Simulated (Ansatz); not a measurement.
A series of calculations on Li$_{26}$CdH$_{27}$ and related structures

### Relaxation

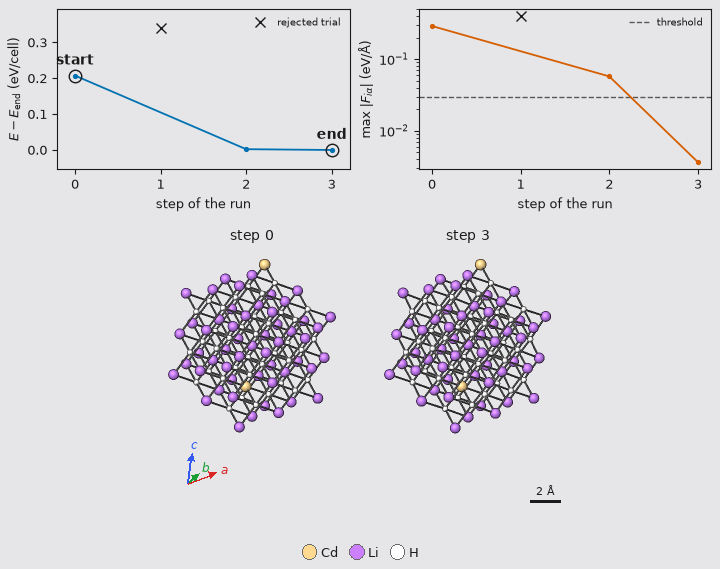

First and last geometry of a relaxation of a defect cell of composition Li26CdH27 (cell charge +1), with the history of the run. Style: ball-and-stick. Shown: the atoms within 5.8 Å of the atom that moves most (axes of the cell of the calculation), slightly off an axis.

Method: DFT, PBE, plane-wave PAW, default files, scalar-relativistic in Ansatz 0.2.0. Set-up: plane-wave cutoff 420 eV; k-point mesh 3 × 3 × 3; occupations fermi dirac; smearing width 0.01 eV; no spin polarisation; atoms relaxed in a fixed cell; force threshold 0.03 eV/Å; at most 40 steps.

Question: What do the curves and the structures tell?

Answer: It converged. The energy falls by 0.208 eV per cell of the calculation in 2 accepted moves (3 points after the start). Largest force component: 0.29 eV/Å at the start, 0.0036 eV/Å at the end. The line search rejected the trial step at point 1 of the run. The largest moves, 0.069 Å, are those of Li atoms. Largest moves by element: Li 0.069 Å, H 0.020 Å. Cd stays in place. The cell doesn't change. Some distances before and after: H–Li 2.009 → 2.057 Å, H–Li 2.009 → 1.965 Å, Cd–H 2.009 → 2.029 Å, H–Li 2.009 → 2.020 Å. Among the angles between lasting bonds that change: H–Li–H 180.0° → 175.2°, Li–H–Li 90.0° → 93.3°, Li–H–Li 90.0° → 86.9°.

Limits of the set-up: the cell is charged, on a uniform background, and energies carry no finite-size correction.

### Relaxation

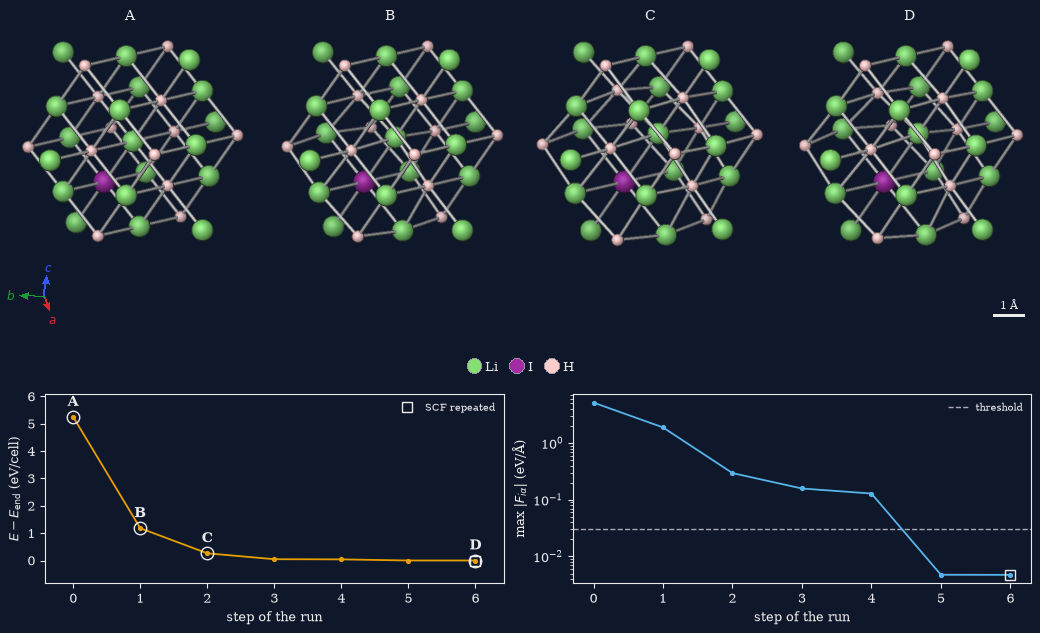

Frames of a relaxation of a defect cell of composition Li27H26I, marked on the history of the run. The picture is a ball-and-stick view of the atoms within 4.2 Å of the atom that moves most (axes of the cell of the calculation (origin shifted)), seen from a free direction.

Method: DFT, PBE, plane-wave PAW, default files, scalar-relativistic (Ansatz). Set-up: plane-wave cutoff 420 eV; k-point mesh 3 × 3 × 3; occupations fermi dirac; smearing width 0.01 eV; no spin polarisation; atoms relaxed in a fixed cell; force threshold 0.03 eV/Å; at most 40 steps.

### What happens along the run?

The largest moves, 0.38 Å, are those of Li atoms. By element the largest moves are Li 0.38 Å, H 0.12 Å. I stays in place. The cell doesn't change. Among the contacts that change: I–Li 2.009 → 2.393 Å, H–Li 2.009 → 1.733 Å, H–Li 2.009 → 1.900 Å, H–Li 2.009 → 2.116 Å. Bond angles that change, for instance: Li–H–Li 180.0° → 173.3°, Li–H–Li 180.0° → 173.6°, Li–H–Li 90.0° → 94.6°. The energy falls by 5.251 eV per cell of the calculation in 5 accepted moves (6 points after the start). Largest force component: 5.2 eV/Å at the start, 0.0047 eV/Å at the end. 1 step only repeated the SCF at the same geometry. From step 0 to 1: Li atoms move most (0.19 Å), energy −4.069 eV per cell of the calculation. From step 1 to 2: Li atoms move most (0.19 Å), energy −0.918 eV per cell of the calculation. From step 2 to 6: H atoms move most (0.09 Å), energy −0.263 eV per cell of the calculation.

### Defect

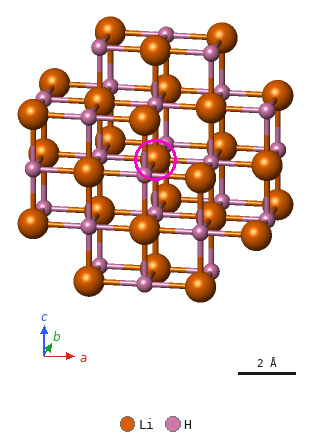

Perfect LiH. Style: ball-and-stick. Shown: the atoms within 5.4 Å of one point, in a slice 5.0 Å thick across the line of sight, slightly off an axis.

All numbers below come from DFT, PBE, plane-wave PAW, default files, scalar-relativistic (Ansatz 0.2.0). Settings: plane-wave cutoff 420 eV; k-point mesh 3 × 3 × 3; occupations fermi dirac; smearing width 0.01 eV; no spin polarisation. A uniform background neutralises the charged cell. The axes drawn are those of the host's conventional cell.

A lithium atom is replaced by cadmium at the ringed place, in charge state +1. The supercell has 54 sites, and the atoms are relaxed at the host's cell.

### Predict the relaxed surroundings of the defect.

In the host the Li atom has 6 H at 2.01 Å; the Cd atom ends with 6 H at 2.03 Å. Of the host's atoms, a lithium atom moves furthest from its site, by 0.07 Å. Relaxing the atoms from the host's sites lowers the energy by 0.21 eV.

The relaxed defect, seen from the same direction:

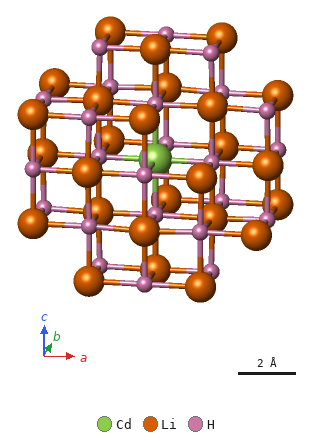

Limits of the set-up: the cell is charged, on a uniform background, and energies carry no finite-size correction.
